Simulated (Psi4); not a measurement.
Run report: BCl$_{2}$ (charge +1), geometry relaxation (part 3 of 3)

BCl$_{2}$, charge +1; B3LYP/6-311G**, RKS (Psi4 1.11). The geometry comes from this level: GFN2-xTB.

Geometry of the input (Å):
```
Cl -1.2384  0.7665  -0.5913
B  0.0007  0.0014  0.0006
Cl 1.2376  -0.7678  0.5907
```

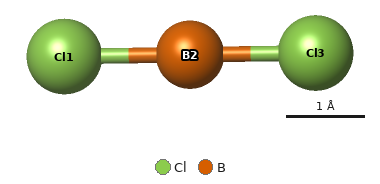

*The geometry at step 2 of the log (ball-and-stick view, seen at a tilt; atoms are numbered from 1 in the order of the input).*

### Log, continued
```
 ------------------------------------------------------------------------------------

	total time  =          1 seconds =       0.02 minutes

         ------------------------------------------------------------
                                   SCF GRAD
         ------------------------------------------------------------

  ==> Geometry <==

    Molecular point group: c1
    Full point group: Cs

    Geometry (in Angstrom), charge = 1, multiplicity = 1:

       Center              X                  Y                   Z               Mass
    ------------   -----------------  -----------------  -----------------  -----------------
         CL           0.791854043718     1.407649159805    -0.000000000000    34.968852682000
         B            0.000685408394    -0.000400026456     0.000000000001    11.009305360000
         CL          -0.792069832047    -1.407523218773    -0.000000000000    34.968852682000

  Nuclear repulsion =  103.044806575520809

   => Molecular Quadrature <=

    Radial Scheme          =       TREUTLER
    Pruning Scheme         =           NONE
    Nuclear Scheme         =       TREUTLER

    Blocking Scheme        =         OCTREE
    BS radius alpha        =              1
    Pruning alpha          =              1
    Radial Points          =             75
    Spherical Points       =            302
    Total Points           =          62502
    Total Blocks           =            542
    Max Points             =            255
    Max Functions          =             62
    Weights Tolerance      =       1.00E-15

  -Total Gradient:
     Atom            X                  Y                   Z
    ------   -----------------  -----------------  -----------------
       1       -0.000366238833    -0.000585156747     0.000000000001
       2        0.000045507356    -0.000049907167     0.000000000000
       3        0.000320415830     0.000635239172    -0.000000000002

	total time  =          1 seconds =       0.02 minutes

    			-----------------------------------------

    			 OPTKING 3.0: for geometry optimizations

    			        with contributions from

    			-----------------------------------------

	                            ===> Fragment 1 <==

	 Z (Atomic Numbers)          Masses                          Geom
	      17.000000            34.968853          1.49638727  2.66007139 -0.00000000
	       5.000000            11.009305          0.00129523 -0.00075594  0.00000000
	      17.000000            34.968853         -1.49679505 -2.65983340 -0.00000000

	 - Coordinate -           - BOHR/RAD -       - ANG/DEG -
	 R(1,2)           =         3.052098           1.615101
	 R(2,3)           =         3.052043           1.615072
	 L(1,2,3)         =         3.140455         179.934838
	 l(1,2,3)         =         3.141593         180.000000

	        --- Internal Coordinate Step in ANG or DEG, aJ/ANG or AJ/DEG ---
	-------------------------------------------------------------------------------
	           Coordinate      Previous         Force          Change          New
	           ----------      --------        ------          ------        ------
	               R(1,2)       1.61510        0.00568        0.00078       1.61588
	               R(2,3)       1.61507        0.00586        0.00080       1.61587
	             L(1,2,3)     179.93484        0.00001        0.02402     179.95886
	             l(1,2,3)     180.00000       -0.00000       -0.00000     180.00000
	-------------------------------------------------------------------------------

	                                 ==> Convergence Check <==

	Measures of convergence in internal coordinates in au.

	Criteria marked as inactive (o), active & met (*), and active & unmet ( ).

	----------------------------------------------------------------------------------------------
	   Step    Total Energy     Delta E     Max Force     RMS Force      Max Disp      RMS Disp
	----------------------------------------------------------------------------------------------
	  Convergence Criteria     1.00e-06 *    3.00e-04 *             o    1.20e-03 *             o
	----------------------------------------------------------------------------------------------
	     3    -945.03202652   -9.97e-05      7.11e-04      4.98e-04 o    1.51e-03      1.07e-03 o  ~
	----------------------------------------------------------------------------------------------

Next Geometry in Ang
	Fragment 1 (Ang)

	   Cl   0.7923367918   1.4082772408   0.0000000000
	    B   0.0004922442  -0.0002834952  -0.0000000000
	   Cl  -0.7923594159  -1.4082678310   0.0000000000

    Structure for next step:
    Molecular point group: c1
    Full point group: Cs

    Geometry (in Angstrom), charge = 1, multiplicity = 1:

    CL           0.792279617017     1.408311732917     0.000000000000
    B            0.000435069373    -0.000249003116    -0.000000000001
    CL          -0.792416590673    -1.408233338828     0.000000000000

gradient() will perform analytic gradient computation.

  ==> Geometry <==

    Molecular point group: c1
    Full point group: Cs

    Geometry (in Angstrom), charge = 1, multiplicity = 1:

       Center              X                  Y                   Z               Mass
    ------------   -----------------  -----------------  -----------------  -----------------
         CL           0.792279617017     1.408311732917     0.000000000000    34.968852682000
         B            0.000435069373    -0.000249003116    -0.000000000001    11.009305360000
         CL          -0.792416590673    -1.408233338828     0.000000000000    34.968852682000

  Running in c1 symmetry.

  Rotational constants: A = 5265006.16474  B =      0.09231  C =      0.09231 [cm^-1]
  Rotational constants: A = 157840913951.18567  B =   2767.52226  C =   2767.52221 [MHz]
  Nuclear repulsion =  102.994591237469137

  Charge       = 1
  Multiplicity = 1
  Electrons    = 38
  Nalpha       = 19
  Nbeta        = 19

   => Molecular Quadrature <=

    Radial Scheme          =       TREUTLER
    Pruning Scheme         =           NONE
    Nuclear Scheme         =       TREUTLER

    Blocking Scheme        =         OCTREE
    BS radius alpha        =              1
    Pruning alpha          =              1
    Radial Points          =             75
    Spherical Points       =            302
    Total Points           =          62502
    Total Blocks           =            540
    Max Points             =            255
    Max Functions          =             62
    Weights Tolerance      =       1.00E-15

   => Auxiliary Basis Set <=

  Basis Set: (6-311G** AUX)
    Blend: CC-PVTZ-JKFIT
    Number of shells: 99
    Number of basis functions: 321
    Number of Cartesian functions: 386
    Spherical Harmonics?: true
    Max angular momentum: 4

  Cached 100.0% of DFT collocation blocks in 0.094 [GiB].

  Minimum eigenvalue in the overlap matrix is 9.8324430460E-03.
  Reciprocal condition number of the overlap matrix is 2.4486956682E-03.
    Using symmetric orthogonalization.

  ==> Iterations <==

                           Total Energy        Delta E     RMS |[F,P]|

   @DF-RKS iter   0:  -945.03077233568740   -9.45031e+02   4.44702e-05
   @DF-RKS iter   1:  -945.03202756548637   -1.25523e-03   7.47806e-06 DIIS
   @DF-RKS iter   2:  -945.03202757968529   -1.41989e-08   7.42781e-06 DIIS
   @DF-RKS iter   3:  -945.03202771943086   -1.39746e-07   2.47022e-06 DIIS
   @DF-RKS iter   4:  -945.03202773480473   -1.53739e-08   2.14893e-07 DIIS
   @DF-RKS iter   5:  -945.03202773488567   -8.09450e-11   2.48699e-08 DIIS
   @DF-RKS iter   6:  -945.03202773488704   -1.36424e-12   1.97702e-08 DIIS
   @DF-RKS iter   7:  -945.03202773488783   -7.95808e-13   9.92539e-10 DIIS
  Energy and wave function converged.

  ==> Post-Iterations <==

   Electrons on quadrature grid:
      Ntotal   =   38.0000019852 ; deviation = 1.985e-06

    Orbital Energies [Eh]
    ---------------------

    Doubly Occupied:

       1A   -101.866158     2A   -101.866157     3A     -9.780045
       4A     -9.780032     5A     -7.542164     6A     -7.542162
       7A     -7.535925     8A     -7.535925     9A     -7.535924
      10A     -7.535924    11A     -7.165105    12A     -1.166729
      13A     -1.152695    14A     -0.784577    15A     -0.740420
      16A     -0.668991    17A     -0.668991    18A     -0.617316
      19A     -0.617316

    Virtual:

      20A     -0.314193    21A     -0.314193    22A     -0.239008
      23A     -0.067126    24A     -0.044183    25A     -0.031104
      26A      0.014471    27A      0.014471    28A      0.036896
      29A      0.081632    30A      0.081632    31A      0.153471
      32A      0.153471    33A      0.243447    34A      0.278869
      35A      0.278870    36A      0.407955    37A      0.407955
      38A      0.478563    39A      0.562606    40A      0.562607
      41A      0.654024    42A      0.654024    43A      0.686737
      44A      0.686738    45A      0.785046    46A      0.865238
      47A      1.066231    48A      1.165658    49A      1.165658
      50A      1.448501    51A      1.448501    52A      1.598300
      53A      1.756411    54A      1.872391    55A      1.872391
      56A      1.912446    57A      1.912446    58A      1.934835
      59A      2.291300    60A      9.437716    61A      9.466762
      62A     14.029065    63A     25.175844    64A     25.175844
      65A     25.228569    66A     25.228569    67A     25.459878
      68A     25.998792    69A    215.457931    70A    215.466985

    Final Occupation by Irrep:
              A
    DOCC [    19 ]
    NA   [    19 ]
    NB   [    19 ]

  @DF-RKS Final Energy:  -945.03202773488783

   => Energetics <=

    Nuclear Repulsion Energy =            102.9945912374691375
    One-Electron Energy =               -1497.3224251780154646
    Two-Electron Energy =                 497.8400993280417879
    DFT Exchange-Correlation Energy =     -48.5442931223833938
    Empirical Dispersion Energy =           0.0000000000000000
    VV10 Nonlocal Energy =                  0.0000000000000000
    Total Energy =                       -945.0320277348878335

Computation Completed

Properties will be evaluated at   0.000000,   0.000000,   0.000000 [a0]

Properties computed using the SCF density matrix

 Multipole Moments:

 ------------------------------------------------------------------------------------
     Multipole            Electronic (a.u.)      Nuclear  (a.u.)        Total (a.u.)
 ------------------------------------------------------------------------------------

 L = 1.  Multiply by 2.5417464519 to convert [e a0] to [Debye]
 Dipole X            :          0.0006576           -0.0002895            0.0003681
 Dipole Y            :         -0.0003952            0.0001657           -0.0002295
 Dipole Z            :         -0.0000000            0.0000000           -0.0000000
 Magnitude           :                                                    0.0004338

 ------------------------------------------------------------------------------------

	total time  =          1 seconds =       0.02 minutes

         ------------------------------------------------------------
                                   SCF GRAD
         ------------------------------------------------------------

  ==> Geometry <==

    Molecular point group: c1
    Full point group: Cs

    Geometry (in Angstrom), charge = 1, multiplicity = 1:

       Center              X                  Y                   Z               Mass
    ------------   -----------------  -----------------  -----------------  -----------------
         CL           0.792279617017     1.408311732917     0.000000000000    34.968852682000
         B            0.000435069373    -0.000249003116    -0.000000000001    11.009305360000
         CL          -0.792416590673    -1.408233338828     0.000000000000    34.968852682000

  Nuclear repulsion =  102.994591237469137

   => Molecular Quadrature <=

    Radial Scheme          =       TREUTLER
    Pruning Scheme         =           NONE
    Nuclear Scheme         =       TREUTLER

    Blocking Scheme        =         OCTREE
    BS radius alpha        =              1
    Pruning alpha          =              1
    Radial Points          =             75
    Spherical Points       =            302
    Total Points           =          62502
    Total Blocks           =            540
    Max Points             =            255
    Max Functions          =             62
    Weights Tolerance      =       1.00E-15

  -Total Gradient:
     Atom            X                  Y                   Z
    ------   -----------------  -----------------  -----------------
       1       -0.000053432301    -0.000053065873    -0.000000000001
       2        0.000032581971    -0.000025424558    -0.000000000000
       3        0.000020651338     0.000078601713     0.000000000002

	total time  =          1 seconds =       0.02 minutes

    			-----------------------------------------

    			 OPTKING 3.0: for geometry optimizations

    			        with contributions from

    			-----------------------------------------

	                            ===> Fragment 1 <==

	 Z (Atomic Numbers)          Masses                          Geom
	      17.000000            34.968853          1.49719149  2.66132347  0.00000000
	       5.000000            11.009305          0.00082216 -0.00047055 -0.00000000
	      17.000000            34.968853         -1.49745033 -2.66117533  0.00000000

	 - Coordinate -           - BOHR/RAD -       - ANG/DEG -
	 R(1,2)           =         3.053567           1.615878
	 R(2,3)           =         3.053550           1.615869
	 L(1,2,3)         =         3.140875         179.958856
	 l(1,2,3)         =         3.141593         180.000000

	        --- Internal Coordinate Step in ANG or DEG, aJ/ANG or AJ/DEG ---
	-------------------------------------------------------------------------------
	           Coordinate      Previous         Force          Change          New
	           ----------      --------        ------          ------        ------
	               R(1,2)       1.61588        0.00060        0.00008       1.61596
	               R(2,3)       1.61587        0.00065        0.00009       1.61596
	             L(1,2,3)     179.95886        0.00000        0.01478     179.97364
	             l(1,2,3)     180.00000        0.00000        0.00000     180.00000
	-------------------------------------------------------------------------------

	                                 ==> Convergence Check <==

	Measures of convergence in internal coordinates in au.

	Criteria marked as inactive (o), active & met (*), and active & unmet ( ).

	----------------------------------------------------------------------------------------------
	   Step    Total Energy     Delta E     Max Force     RMS Force      Max Disp      RMS Disp
	----------------------------------------------------------------------------------------------
	  Convergence Criteria     1.00e-06 *    3.00e-04 *             o    1.20e-03 *             o
	----------------------------------------------------------------------------------------------
	     4    -945.03202773   -1.21e-06      7.86e-05 *    6.19e-05 o    2.58e-04 *    1.72e-04 o  ~
	----------------------------------------------------------------------------------------------

Next Geometry in Ang
	Fragment 1 (Ang)

	   Cl   0.7923817095   1.4083514801  -0.0000000000
	    B   0.0003149288  -0.0001791228   0.0000000000
	   Cl  -0.7923985426  -1.4083429664  -0.0000000000

    Final optimized geometry and variables:
    Molecular point group: c1
    Full point group: Cs

    Geometry (in Angstrom), charge = 1, multiplicity = 1:

    CL           0.792279617017     1.408311732917     0.000000000000
    B            0.000435069373    -0.000249003116    -0.000000000001
    CL          -0.792416590673    -1.408233338828     0.000000000000

    Psi4 run time: 0:00:10.38

[set-up sections that repeat, and orbital energies of the middle runs, are left out above]
```

### Trajectory as extended XYZ (Å, eV, eV/Å), 4 frames, from step=0 to step=3
```
3
Properties=species:S:1:pos:R:3:forces:R:3 step=0 energy=-25715.54566
Cl   -1.2384    0.7665   -0.5913   -1.5815   0.9822  -0.7548
B     0.0007    0.0014    0.0006   -0.0157   0.0054  -0.0080
Cl    1.2376   -0.7678    0.5907    1.5972  -0.9876   0.7627
3
Properties=species:S:1:pos:R:3:forces:R:3 step=1 energy=-25715.62877
Cl    0.6272    1.3945    0.4956    0.1333   0.2904   0.1047
B     0.0008   -0.0011    0.0003   -0.0024   0.0064  -0.0006
Cl   -0.6280   -1.3951   -0.4961   -0.1309  -0.2968  -0.1041
3
Properties=species:S:1:pos:R:3:forces:R:3 step=2 energy=-25715.63149
Cl    0.6301    1.4007    0.4979    0.0152   0.0300   0.0116
B     0.0004   -0.0008    0.0001   -0.0022   0.0026  -0.0009
Cl   -0.6307   -1.4014   -0.4983   -0.0130  -0.0325  -0.0106
3
Properties=species:S:1:pos:R:3:forces:R:3 step=3 energy=-25715.63152
Cl    0.6305    1.4014    0.4981    0.0023   0.0027   0.0015
B     0.0002   -0.0006    0.0000   -0.0015   0.0013  -0.0007
Cl   -0.6310   -1.4021   -0.4985   -0.0008  -0.0040  -0.0008
```

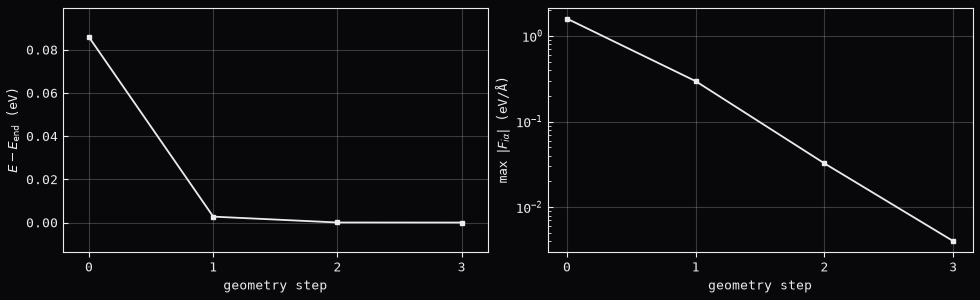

*Progress of the relaxation, step by step (steps are counted from 0).*

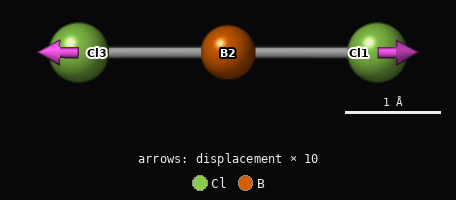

*The starting structure with the displacements as pink arrows, magnified 10 times (ball-and-stick view, seen at a tilt). The two geometries are laid on each other by the best rigid fit.*

Over 3 geometry steps the energy falls by 0.086 eV. The largest force component goes from 1.6 to 0.004 eV/Å. The largest moves after the best rigid fit, 0.044 Å, are those of Cl1 and Cl3. Largest moves by element: Cl 0.044 Å, B 0.001 Å. Among the contacts that change: B2–Cl3 1.572 → 1.616 Å. (Atoms are counted from 1 in the order of the input.)

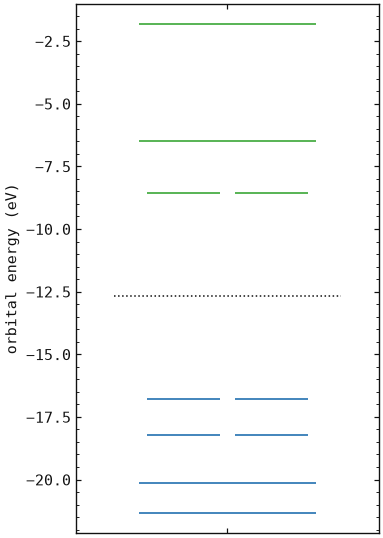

*Orbital energies near the frontier; the dotted line parts filled from empty levels, and levels within 0.02 eV of each other stand side by side.*

Highest filled −16.80 eV, lowest empty −8.55 eV, 8.25 eV apart.
